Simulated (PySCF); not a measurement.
# C3F3, charge +1, SMILES `Fc1c(F)[c+]1F`: electronic structure

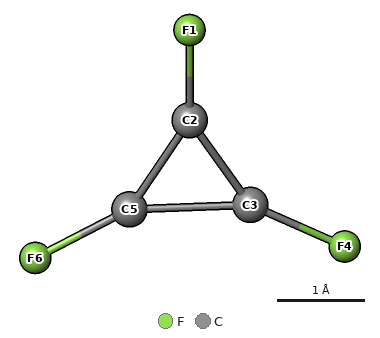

The molecule, with its atoms numbered as below. No frequency check shows the geometry to be a minimum.

Geometry (Å), atoms numbered from 1:

```
F1      -2.0467   -0.2621    0.0000
C2      -0.8002   -0.1024    0.0000
C3       0.3114    0.7442    0.0000
F4       0.7964    1.9036    0.0000
C5       0.4888   -0.6417    0.0000
F6       1.2504   -1.6415    0.0000
```

Part 1: Bonding charge

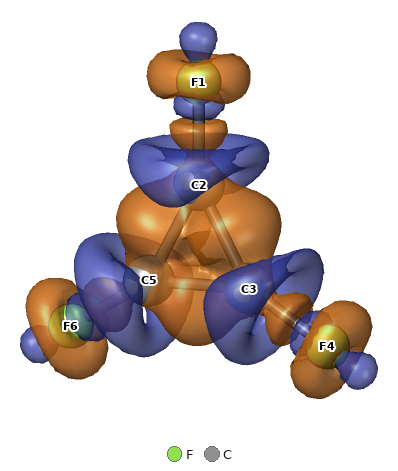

Deformation density (molecule less spherical, spin-averaged free atoms at the same positions), surfaces at ±0.1 e/Å³; orange: gain, blue: loss.

Method: M06-2X/6-311+G**; geometry: GFN2-xTB; program: PySCF.

Describe the bonding that the map shows.

Answer. C2–C3, C2–C5 and C3–C5: +0.53 e/Å³ at the bond critical point (bond length 1.40 Å). C3–F4, F1–C2 and C5–F6: +0.20 e/Å³ at the bond critical point (bond length 1.26 Å). In all, 1.3 electrons gather in the regions of gain relative to the promolecule of neutral atoms (the regions of loss give up this much and the cation's charge besides).

Where do the Hirshfeld charges lie?

Answer. The highest Hirshfeld charge is on C2, C3 and C5 (+0.26 e), the lowest on F1, F4 and F6 (+0.08 e).

Part 2: Bond critical points

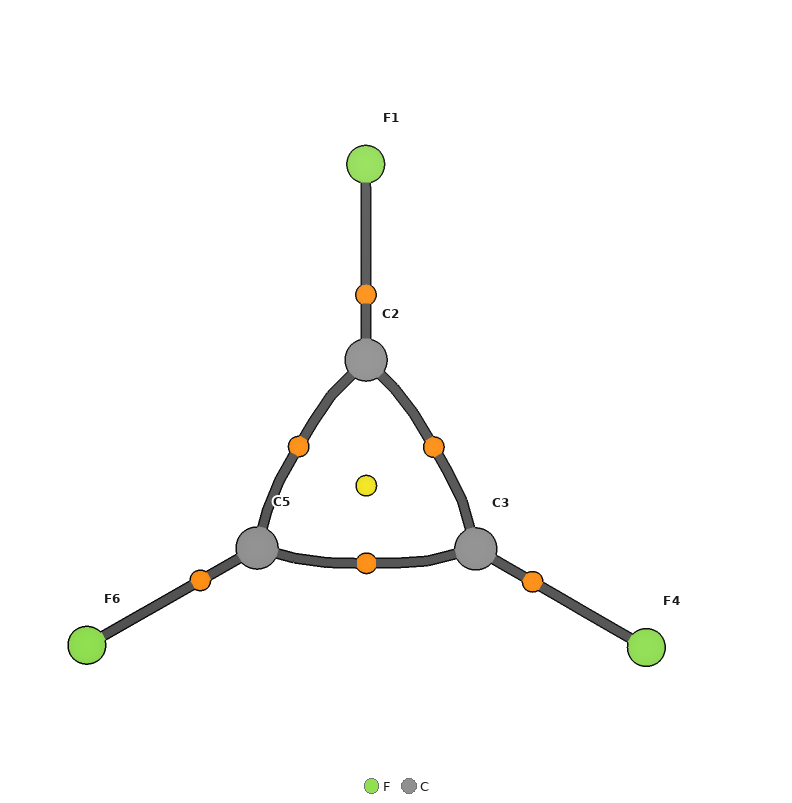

Molecular graph of the electron density (QTAIM): bond paths, bond critical points (orange), ring points (yellow, if any); weak paths are dashed.

How many critical points of each kind are there, and does the count close?

Answer. 6 nuclei, 6 bond, 1 ring and 0 cage critical points: 6 − 6 + 1 − 0 = 1, as the Poincaré–Hopf relation requires.

Give the properties at the bond critical points.

Answer.
| bond | length (Å) | ρ (a.u.) | ∇²ρ (a.u.) | ε | H (a.u.) |
| --- | --- | --- | --- | --- | --- |
| C3–F4 (3 alike) | 1.257 | 0.322 | +0.37 | 0.12 | −0.467 |
| C2–C3 (3 alike) | 1.397 | 0.292 | −0.62 | 0.12 | −0.289 |

What kind of interaction is C3–F4?

Answer. Polar or intermediate (positive Laplacian, negative energy density H): ρ = 0.322, ∇²ρ = +0.37, H = −0.467 a.u.

Part 3: Local ionisation energy

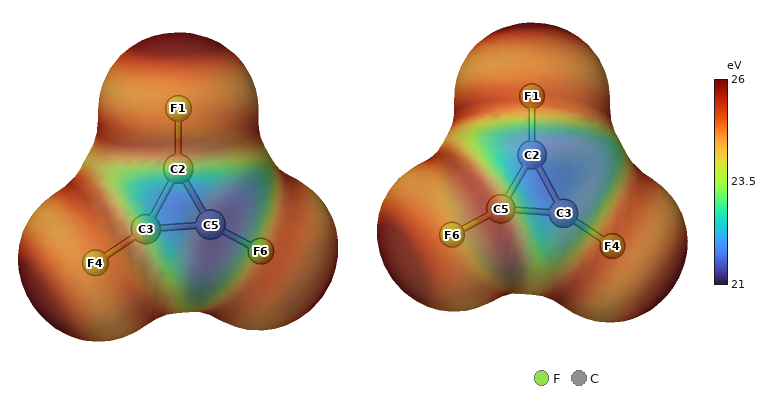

Average local ionisation energy on the surface of electron density 0.001 a.u. (back view left, front view right).

Locate the minima of the map.

Answer. The lowest value is 21.5 eV, about equally far (2.1 Å) from C2, C3 and C5, and at like points elsewhere. Further minima include 24.5 eV, 1.6 Å from F6, and at like points elsewhere. For comparison, the highest occupied orbital lies at −18.7 eV.

Part 4: Removing or adding an electron

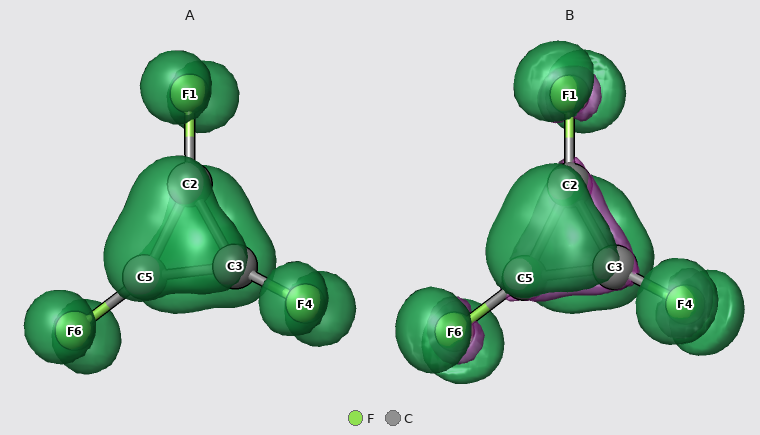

The Fukui function f⁻ from two separate SCF calculations and the density of the HOMO, at ±0.04 e/Å³ (green positive, purple negative).

Computed with PySCF, TPSS/def2-SVP, geometry: GFN2-xTB.

Which panel is which, and how good is the frozen-orbital picture?

Answer. B is f⁻ (it has negative regions), A the HOMO density. The HOMO lies on C2, C3 and C5 (17 % each) and F1, F4 and F6 (16 % each); f⁻ (Hirshfeld-condensed) is largest on F1, F4 and F6 (0.18 each) and C2, C3 and C5 (0.15 each); the vertical ionisation energy is 19.39 eV. Relaxation shifts 5 % of the electron between atoms. The orbital energy is −15.66 eV.

Part 5: The π system

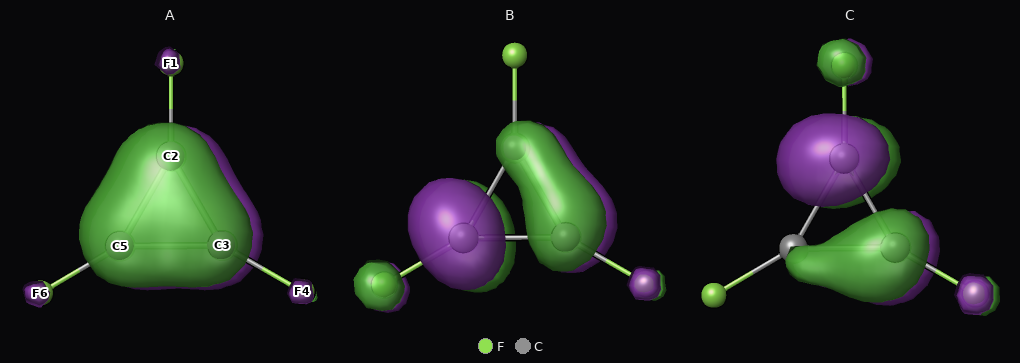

Natural orbitals of the π active space, CASSCF(2,3), singlet state, in order of falling occupation.

Method: def2-SVPD basis; geometry: GFN2-xTB; program: PySCF.

What are the natural occupation numbers?

Answer. A 1.95, B 0.03, C 0.03.

How multiconfigurational is the state?

Answer. The leading determinant weighs 0.97; the effective number of unpaired electrons, Σ n²(2−n)², is 0.01; the most occupied of the weakly occupied orbitals holds 0.03 e, as in an ordinary closed-shell π system. The active space lowers the energy by 0.65 eV against Hartree–Fock.

Where does the lowest triplet lie relative to the singlet, at this geometry and within this active space?

Answer. 7.34 eV above it by strongly contracted NEVPT2 (+7.24 eV by CASSCF); a small basis tends to put such gaps a few tenths of an eV too high. This is a vertical energy for π states alone; a state that uses lone pairs or σ orbitals may lie lower.
